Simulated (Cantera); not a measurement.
Charge: 1 mol SiCl4, a varied amount of H2, at 850 K and 1.00 bar.

These are equilibrium values from Cantera (NASA tables, ideal gas, pure condensed phases), not measurements of a reactor. Candidate condensed phases: Si; 19 gas species. The tables' values for SiCl3 are old estimates; treat these amounts as uncertain. Rates play no part.

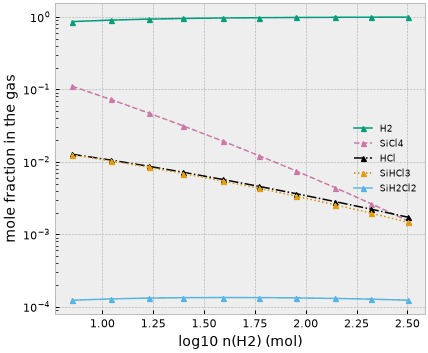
Fig. 1. Equilibrium gas composition (values under 1e-9 drawn at 1e-9)

From 7.1 mol H2 to 320 mol H2 nothing is condensed. The main Si-bearing gas is SiCl4 throughout.
